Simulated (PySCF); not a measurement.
# C2H7OPSi: electronic excitations at several levels of theory

Aim: compute the electronic excitations of C2H7OPSi (`C=C[Si@@H](O)P`) at several levels, and see how far they spread and what each costs.

The runs use PySCF 2.14.0, with density-fitted response routines of our own; the level of theory stands in each step. All values are computed, except where a source is named. Atoms count from 0, in the outputs and in this text.

## 1. The molecule as given

12 atoms, charge 0, multiplicity 1; geometry from: GFN2-xTB. The atoms were then displaced at random by about 0.01 Å, so the start is not that level's minimum.

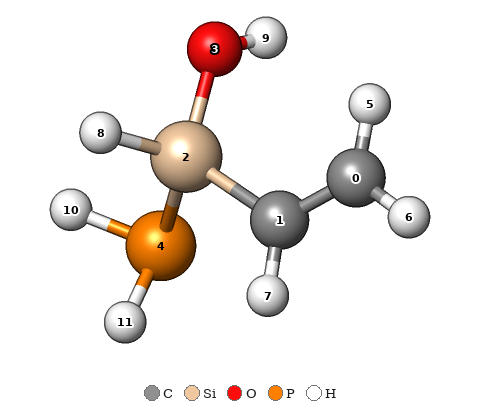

As it starts; carbon grey, silicon light orange, oxygen red, phosphorus orange, hydrogen white, atoms numbered.

## 2. Geometry optimisation at PBE0-D3(BJ)/def2-SVP

What the job is given:

```
{"job": {"xc": "PBE0", "basis": "def2-SVP", "d3": "d3bj", "grid": 1, "shake": 0.01, "kind": "geom"}, "charge": 0, "multiplicity": 1}
C     -2.130210     0.147280     0.478180
C     -1.085850     0.541900    -0.211110
Si     0.676640     0.168330     0.299900
O      0.825890    -0.894310     1.530210
P      1.698480    -0.702270    -1.525690
H     -2.066260    -0.367720     1.397480
H     -3.147720     0.391170     0.152280
H     -1.207540     1.100680    -1.137080
H      1.352550     1.330570     0.935770
H      0.554490    -1.817080     1.435340
H      2.975340    -0.383260    -1.101730
H      1.593880     0.456440    -2.262580
```

Run with:

```
$ OMP_NUM_THREADS=1 python probes_run.py task.json out
```

The driver reads the jobs from task.json and runs them one after another.

The log of the run:

```text
step   0  E = -785.77136865  max force = 0.033945
step   1  E = -785.77757670  max force = 0.015176
step   2  E = -785.77841509  max force = 0.003524
step   3  E = -785.77858462  max force = 0.004029
step   4  E = -785.77868082  max force = 0.001098
step   5  E = -785.77877954  max force = 0.001736
step   6  E = -785.77882372  max force = 0.001463
step   7  E = -785.77885190  max force = 0.000453
step   8  E = -785.77885785  max force = 0.000329
optimisation converged
```

Wall time 42 s (1 thread of Arm Neoverse V1, shared host); peak memory 0.46 GiB.

Step by step:

```
step  energy from step 0 (eV)  largest force component (eV/Å)
   0                   0.0000                          1.7455
   1                  -0.1689                          0.7804
   2                  -0.1917                          0.1812
   3                  -0.1964                          0.2072
   4                  -0.1990                          0.0565
   5                  -0.2017                          0.0893
   6                  -0.2029                          0.0752
   7                  -0.2036                          0.0233
   8                  -0.2038                          0.0169
```

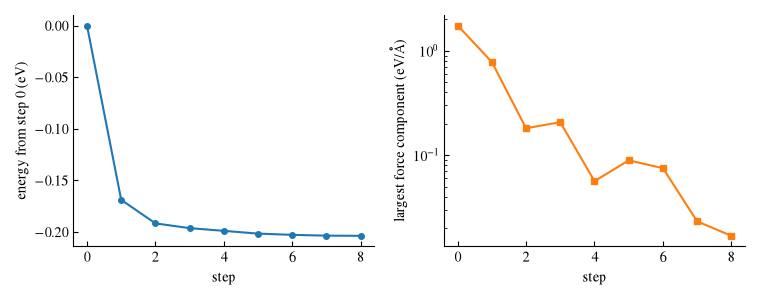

Energy and force, step by step.

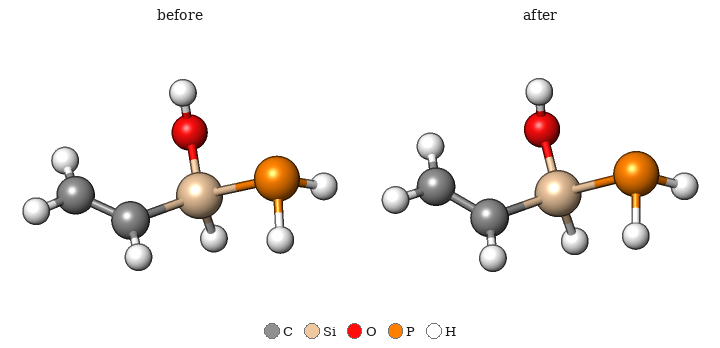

Before and after, at one scale.

Close pairs (by a distance rule), those that changed most:

```
  bond  before (Å)  after (Å)  change (Å)
P4–H11       1.377      1.430      +0.052
P4–H10       1.383      1.428      +0.046
 C0–H5       1.056      1.096      +0.040
Si2–O3       1.633      1.670      +0.037
 C0–C1       1.312      1.338      +0.026
 C1–H7       1.088      1.098      +0.010
C1–Si2       1.873      1.866      -0.006
 O3–H9       0.967      0.962      -0.004
```

The final coordinates are the input of the step that follows.

```
                         at the end point                value
  point group (found at 0.08 Å tolerance)                   C1
rotational constants (GHz, main isotopes)  4.519, 1.927, 1.540
                        dipole moment (D)                 1.02
```

## 3. Ultraviolet spectrum: PBE0/def2-TZVP

What the job is given:

```
{"job": {"kind": "uv", "xc": "PBE0", "basis": "def2-TZVP"}, "charge": 0, "multiplicity": 1}
C     -2.107203     0.037540     0.448331
C     -1.065463     0.578013    -0.194686
Si     0.690915     0.220862     0.325514
O      0.715432    -0.852488     1.604031
P      1.741371    -0.700832    -1.462483
H     -1.962574    -0.617062     1.315505
H     -3.144286     0.227364     0.150058
H     -1.259902     1.235305    -1.052997
H      1.372053     1.448662     0.822234
H      0.491541    -1.763987     1.392138
H      3.047406    -0.283012    -1.062742
H      1.516647     0.449804    -2.280483
```

Level: TDDFT PBE0/def2-TZVP, vertical, gas phase, core orbitals frozen in the response.

The log of the run:

```text
coarse grid: 10848 points
cycle   1  E = -786.0728305592  dE =  2.846e-01  |g| = 7.505e-01  |ddm| = 2.537e+00
cycle   2  E = -785.9103482276  dE =  1.625e-01  |g| = 1.191e+00  |ddm| = 1.438e+00
cycle   3  E = -786.1760162555  dE = -2.657e-01  |g| = 1.102e-01  |ddm| = 1.072e+00
cycle   4  E = -786.1782915580  dE = -2.275e-03  |g| = 4.781e-02  |ddm| = 1.113e-01
cycle   5  E = -786.1788176622  dE = -5.261e-04  |g| = 1.492e-02  |ddm| = 3.785e-02
cycle   6  E = -786.1788672066  dE = -4.954e-05  |g| = 5.391e-03  |ddm| = 1.205e-02
cycle   7  E = -786.1788744816  dE = -7.275e-06  |g| = 1.061e-03  |ddm| = 4.047e-03
final grid: 95080 points
cycle   8  E = -786.1730485333  dE = -3.169e-05  |g| = 7.610e-03  |ddm| = 2.926e-02
cycle   9  E = -786.1730411136  dE =  7.420e-06  |g| = 9.419e-03  |ddm| = 1.172e-02
cycle  10  E = -786.1730610211  dE = -1.991e-05  |g| = 1.192e-03  |ddm| = 6.764e-03
cycle  11  E = -786.1730612552  dE = -2.341e-07  |g| = 2.590e-04  |ddm| = 9.225e-04
cycle  12  E = -786.1730612710  dE = -1.590e-08  |g| = 5.132e-05  |ddm| = 2.328e-04
cycle  13  E = -786.1730612716  dE = -5.473e-10  |g| = 1.166e-05  |ddm| = 4.639e-05
converged SCF energy = -786.1730612716

Static polarisability (au): isotropic 80.342, principal 67.255 71.149 102.622

Singlet excitations
state   eV       nm        f      main configurations
  1   5.5889    221.8   0.04878   H->L 0.92
  2   6.2097    199.7   0.00623   H->L+1 0.82, H->L+2 0.09
  3   6.2956    196.9   0.00040   H-2->L 0.83
  4   6.8118    182.0   0.03440   H->L+2 0.66, H-1->L 0.09
  5   6.9478    178.5   0.32118   H-1->L 0.66, H-1->L+1 0.16
  6   7.0637    175.5   0.04460   H->L+3 0.65, H-1->L+1 0.22
  7   7.1238    174.0   0.12932   H-1->L+1 0.47, H->L+3 0.26, H-2->L+1 0.11
  8   7.2003    172.2   0.01377   H-2->L+1 0.82
  9   7.4718    165.9   0.04014   H-3->L 0.73
 10   7.6355    162.4   0.22672   H->L+4 0.77

Triplet excitations (Tamm-Dancoff, eV): 4.1165 5.2234 5.4323 5.6632
```

Wall time 25 s (1 thread of Arm Neoverse V1, shared host); peak memory 0.8 GiB.

Frontier orbitals and where they lie:

```
orbital     eV                        atoms
 HOMO−3  -9.35   O3 27 %, P4 22 %, Si2 16 %
 HOMO−2  -8.47   C1 23 %, O3 20 %, Si2 18 %
 HOMO−1  -8.17    C0 36 %, C1 34 %, P4 19 %
   HOMO  -7.34    P4 64 %, Si2 15 %, C0 6 %
   LUMO  -0.72   C0 40 %, C1 29 %, Si2 14 %
 LUMO+1   0.09   Si2 32 %, P4 22 %, H9 20 %
 LUMO+2   0.67  P4 53 %, Si2 19 %, H10 12 %
```

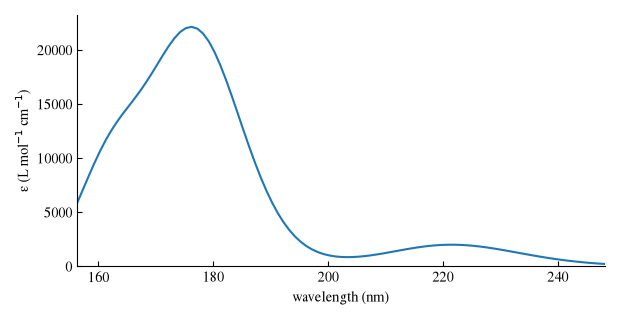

Absorption spectrum: each of the 10 states is a Gaussian band of 0.4 eV half-width at 1/e. Beyond the last state computed it falls off for lack of states.

Ground-state properties from the same run:

```
           property  computed
  dipole moment (D)      1.12
polarisability (Å³)     11.91
 HOMO–LUMO gap (eV)      6.63
      −ε(HOMO) (eV)      7.34
```

## 4. Excited states and response: PBE0/aug-cc-pVDZ

Settings changed since step 3:

```diff
@@ -1,2 +1,2 @@
-{"job": {"kind": "uv", "xc": "PBE0", "basis": "def2-TZVP"}, "charge": 0, "multiplicity": 1}
+{"job": {"kind": "uv", "xc": "PBE0", "basis": "aug-cc-pVDZ"}, "charge": 0, "multiplicity": 1}
 C     -2.107203     0.037540     0.448331
```

Method: TDDFT PBE0/aug-cc-pVDZ, vertical, gas phase, core orbitals frozen in the response.

The log of the run:

```text
coarse grid: 10848 points
cycle   1  E = -785.9937028641  dE =  3.321e-01  |g| = 6.957e-01  |ddm| = 8.288e+00
cycle   2  E = -785.8355542146  dE =  1.581e-01  |g| = 1.130e+00  |ddm| = 2.768e+00
cycle   3  E = -786.0901019854  dE = -2.545e-01  |g| = 1.005e-01  |ddm| = 1.592e+00
cycle   4  E = -786.0922622285  dE = -2.160e-03  |g| = 3.971e-02  |ddm| = 3.007e-01
cycle   5  E = -786.0926565629  dE = -3.943e-04  |g| = 1.365e-02  |ddm| = 1.117e-01
cycle   6  E = -786.0927026348  dE = -4.607e-05  |g| = 3.990e-03  |ddm| = 2.974e-02
cycle   7  E = -786.0927070996  dE = -4.465e-06  |g| = 7.131e-04  |ddm| = 8.133e-03
final grid: 95080 points
cycle   8  E = -786.1050169252  dE = -1.527e-05  |g| = 6.643e-03  |ddm| = 1.195e-01
cycle   9  E = -786.1050100100  dE =  6.915e-06  |g| = 8.611e-03  |ddm| = 3.772e-02
cycle  10  E = -786.1050288379  dE = -1.883e-05  |g| = 9.478e-04  |ddm| = 1.881e-02
cycle  11  E = -786.1050290255  dE = -1.875e-07  |g| = 1.146e-04  |ddm| = 1.791e-03
cycle  12  E = -786.1050290283  dE = -2.871e-09  |g| = 4.725e-05  |ddm| = 3.306e-04
cycle  13  E = -786.1050290288  dE = -4.970e-10  |g| = 2.334e-05  |ddm| = 1.193e-04
converged SCF energy = -786.1050290288

Static polarisability (au): isotropic 86.462, principal 74.138 76.908 108.338

Singlet excitations
state   eV       nm        f      main configurations
  1   5.5872    221.9   0.05755   H->L 0.93
  2   5.9127    209.7   0.01371   H->L+1 0.93
  3   6.2666    197.8   0.00145   H-2->L 0.84
  4   6.4572    192.0   0.01631   H->L+2 0.87
  5   6.5622    188.9   0.03064   H->L+3 0.46, H-1->L+1 0.24, H->L+5 0.17
  6   6.7455    183.8   0.01117   H-1->L+1 0.51, H->L+5 0.30
  7   6.8761    180.3   0.30683   H-2->L+1 0.40, H-1->L 0.27, H->L+3 0.12
  8   6.8855    180.1   0.16692   H-2->L+1 0.47, H-1->L 0.33
  9   6.8979    179.7   0.13481   H->L+5 0.36, H->L+3 0.22, H-1->L 0.17
 10   6.9866    177.5   0.07110   H->L+4 0.80

Triplet excitations (Tamm-Dancoff, eV): 4.1297 5.2683 5.4045 5.6910
```

It took 23 s on 1 thread of Arm Neoverse V1, shared host; peak memory 0.79 GiB.

In short: HOMO -7.35 eV, LUMO -0.76 eV; lowest singlet 5.59 eV.

## 5. Ultraviolet spectrum: PBE0/def2-TZVPD

Settings changed since step 4:

```diff
@@ -1,2 +1,2 @@
-{"job": {"kind": "uv", "xc": "PBE0", "basis": "aug-cc-pVDZ"}, "charge": 0, "multiplicity": 1}
+{"job": {"kind": "uv", "xc": "PBE0", "basis": "def2-TZVPD"}, "charge": 0, "multiplicity": 1}
 C     -2.107203     0.037540     0.448331
```

Method: TDDFT PBE0/def2-TZVPD, vertical, gas phase, core orbitals frozen in the response.

The log of the run:

```text
coarse grid: 10848 points
cycle   1  E = -786.0749388362  dE =  2.836e-01  |g| = 7.496e-01  |ddm| = 2.816e+00
cycle   2  E = -785.9028281588  dE =  1.721e-01  |g| = 1.209e+00  |ddm| = 1.446e+00
cycle   3  E = -786.1779036743  dE = -2.751e-01  |g| = 1.126e-01  |ddm| = 9.619e-01
cycle   4  E = -786.1802722066  dE = -2.369e-03  |g| = 4.862e-02  |ddm| = 1.512e-01
cycle   5  E = -786.1808214963  dE = -5.493e-04  |g| = 1.451e-02  |ddm| = 4.699e-02
cycle   6  E = -786.1808677060  dE = -4.621e-05  |g| = 5.556e-03  |ddm| = 1.454e-02
cycle   7  E = -786.1808753987  dE = -7.693e-06  |g| = 1.094e-03  |ddm| = 4.907e-03
final grid: 95080 points
cycle   8  E = -786.1750483939  dE = -3.336e-05  |g| = 7.677e-03  |ddm| = 1.232e-01
cycle   9  E = -786.1750404500  dE =  7.944e-06  |g| = 9.599e-03  |ddm| = 1.583e-02
cycle  10  E = -786.1750610940  dE = -2.064e-05  |g| = 1.229e-03  |ddm| = 8.634e-03
cycle  11  E = -786.1750613450  dE = -2.510e-07  |g| = 2.661e-04  |ddm| = 1.190e-03
cycle  12  E = -786.1750613620  dE = -1.701e-08  |g| = 5.320e-05  |ddm| = 2.891e-04
cycle  13  E = -786.1750613626  dE = -5.984e-10  |g| = 1.212e-05  |ddm| = 9.131e-05
converged SCF energy = -786.1750613626

Static polarisability (au): isotropic 85.961, principal 73.759 76.518 107.606

Singlet excitations
state   eV       nm        f      main configurations
  1   5.5450    223.6   0.05041   H->L 0.92
  2   5.9633    207.9   0.00763   H->L+1 0.91
  3   6.2563    198.2   0.00046   H-2->L 0.88
  4   6.5888    188.2   0.02930   H->L+2 0.51, H->L+3 0.18, H-1->L+1 0.11
  5   6.6425    186.7   0.02536   H->L+3 0.48, H->L+2 0.35, H-1->L+1 0.13
  6   6.7985    182.4   0.02463   H-1->L+1 0.55, H-1->L 0.20, H->L+3 0.09
  7   6.9072    179.5   0.44153   H-1->L 0.58, H-1->L+1 0.13
  8   6.9475    178.5   0.01177   H-2->L+1 0.86
  9   7.1225    174.1   0.23691   H->L+4 0.70
 10   7.3572    168.5   0.01612   H->L+5 0.64

Triplet excitations (Tamm-Dancoff, eV): 4.1114 5.1784 5.3242 5.6323
```

Run time: 37 s. Hardware: 1 thread of Arm Neoverse V1, shared host; peak memory 0.98 GiB.

This run: HOMO -7.37 eV, LUMO -0.78 eV; lowest singlet 5.54 eV.

## 6. TDDFT and polarisability: PBE0/6-31+G*

Settings changed since step 5:

```diff
@@ -1,2 +1,2 @@
-{"job": {"kind": "uv", "xc": "PBE0", "basis": "def2-TZVPD"}, "charge": 0, "multiplicity": 1}
+{"job": {"kind": "uv", "xc": "PBE0", "basis": "6-31+G*"}, "charge": 0, "multiplicity": 1}
 C     -2.107203     0.037540     0.448331
```

Method: TDDFT PBE0/6-31+G*, vertical, gas phase, core orbitals frozen in the response.

The log of the run:

```text
coarse grid: 10848 points
cycle   1  E = -786.0045064271  dE =  3.157e-01  |g| = 6.871e-01  |ddm| = 3.549e+00
cycle   2  E = -785.8628584954  dE =  1.416e-01  |g| = 1.089e+00  |ddm| = 3.085e+00
cycle   3  E = -786.1008601787  dE = -2.380e-01  |g| = 1.001e-01  |ddm| = 2.294e+00
cycle   4  E = -786.1030356736  dE = -2.175e-03  |g| = 3.704e-02  |ddm| = 1.751e-01
cycle   5  E = -786.1033785310  dE = -3.429e-04  |g| = 1.271e-02  |ddm| = 5.443e-02
cycle   6  E = -786.1034176213  dE = -3.909e-05  |g| = 4.088e-03  |ddm| = 1.886e-02
cycle   7  E = -786.1034222997  dE = -4.678e-06  |g| = 5.620e-04  |ddm| = 5.844e-03
final grid: 95080 points
cycle   8  E = -786.0431875802  dE = -1.231e-05  |g| = 6.602e-03  |ddm| = 4.155e-02
cycle   9  E = -786.0431816123  dE =  5.968e-06  |g| = 8.385e-03  |ddm| = 2.000e-02
cycle  10  E = -786.0431997932  dE = -1.818e-05  |g| = 9.312e-04  |ddm| = 1.096e-02
cycle  11  E = -786.0431999797  dE = -1.865e-07  |g| = 1.051e-04  |ddm| = 1.303e-03
cycle  12  E = -786.0431999820  dE = -2.266e-09  |g| = 4.313e-05  |ddm| = 2.561e-04
cycle  13  E = -786.0431999824  dE = -4.031e-10  |g| = 2.131e-05  |ddm| = 8.549e-05
converged SCF energy = -786.0431999824

Static polarisability (au): isotropic 78.847, principal 66.467 69.410 100.666

Singlet excitations
state   eV       nm        f      main configurations
  1   5.6683    218.7   0.05899   H->L 0.94
  2   6.0058    206.4   0.01583   H->L+1 0.93
  3   6.3815    194.3   0.00146   H-2->L 0.87
  4   6.5990    187.9   0.01735   H->L+2 0.88
  5   6.6850    185.5   0.01832   H-1->L+1 0.53, H->L+3 0.31
  6   6.8682    180.5   0.05451   H-1->L+1 0.28, H->L+3 0.22, H->L+5 0.18
  7   6.9713    177.8   0.52880   H-1->L 0.52, H-2->L+1 0.17, H->L+3 0.14
  8   6.9892    177.4   0.05289   H-2->L+1 0.77, H-1->L 0.12
  9   7.0763    175.2   0.15433   H->L+5 0.41, H->L+4 0.23, H->L+3 0.19
 10   7.2431    171.2   0.01671   H->L+4 0.61, H->L+5 0.27

Triplet excitations (Tamm-Dancoff, eV): 4.1290 5.3017 5.4563 5.7871
```

Run time: 11 s. Hardware: 1 thread of Arm Neoverse V1, shared host; peak memory 0.61 GiB.

In short: HOMO -7.37 eV, LUMO -0.72 eV; lowest singlet 5.67 eV.

## 7. Comparing the runs: electronic excitations

Excitations and ground-state properties, with basis size and wall time:

```
             run  lowest singlet (eV)  brightest (eV)      f  gap (eV)  α (Å³)  μ (D)  functions  time
  PBE0/def2-TZVP                 5.59            6.95  0.321      6.63   11.91   1.12        209  25 s
PBE0/aug-cc-pVDZ                 5.59            6.88  0.307      6.59   12.81   1.07        186  23 s
 PBE0/def2-TZVPD                 5.54            6.91  0.442      6.58   12.74   1.10        263  37 s
    PBE0/6-31+G*                 5.67            6.97  0.529      6.65   11.68   1.22        112  11 s
```

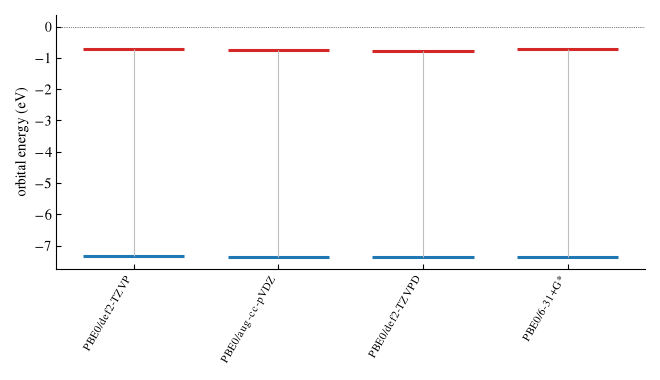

HOMO (blue) and LUMO (red) run by run.

## 8. Outcome

```
                                quantity                        value
                             point group                           C1
    rotational constants (main isotopes)         4.52, 1.93, 1.54 GHz
         lowest singlet (PBE0/def2-TZVP)  5.59 eV (222 nm), f = 0.049
brightest single state of those computed  state 5, 6.95 eV, f = 0.321
                          lowest triplet                      4.12 eV
             range of the lowest singlet              5.54 to 5.67 eV
```

What this shows: Single values in the summary come from the first run of each kind that ended normally (PBE0/def2-TZVP), which need not be the best level. Over 8 steps the energy fell by 0.204 eV; of the close pairs, P4–H11 changed most, 1.377 to 1.430 Å. The first singlet state (HOMO→LUMO 0.92) lies at 5.59 eV and is weak; of the 10 states computed, the strongest absorption comes from state 5 at 6.95 eV (the last state computed is bright too, and its partners may lie past the list). The lowest triplet lies 1.47 eV below the lowest singlet (triplets in Tamm-Dancoff, singlets in full TDDFT). The basis of PBE0/def2-TZVP has no diffuse functions, so Rydberg states are missing and the high states are unreliable. The lowest singlet runs from 5.54 eV (PBE0/def2-TZVPD) to 5.67 eV (PBE0/6-31+G*), while the orbital gap spans 6.58 to 6.65 eV. The lowest state need not be the same one in every run.
